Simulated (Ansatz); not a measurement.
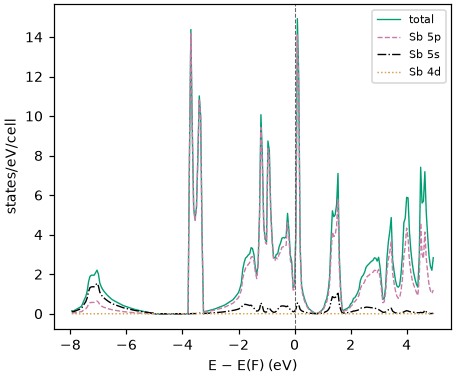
Fig. 1. Total and projected density of states of Sb in space group I4_132 (No. 214; Sb on 8a), plane-wave PAW r²SCAN (Ansatz code)

### Question
Which orbitals carry the states next to the Fermi level?

### Answer
Within 0.5 eV of the Fermi level: Sb 5p 91 %, Sb 5s 7 %. Projections are on Löwdin-orthogonalised atomic valence shells; empty p or d shells of many metals are not among them.

### Question
Where is the tallest occupied peak in this window, and what makes it?

### Answer
Near -3.7 eV, about 14 states/eV per cell; the largest projected share is Sb 5p.

The start of the workflow was typed in or built on a structure type; neither database checked (COD, Materials Project) lists it. It is not the phase usual at ambient conditions (space group No. 166). The cell was relaxed with r²SCAN under the symmetry of its start; whether a distortion lowers the energy is not shown. The volume moved by 66 % from the start of the relaxation. Scalar-relativistic: spin–orbit coupling is off unless named, which matters more the heavier the elements.

Potentials: the later of the program's two PAW sets.
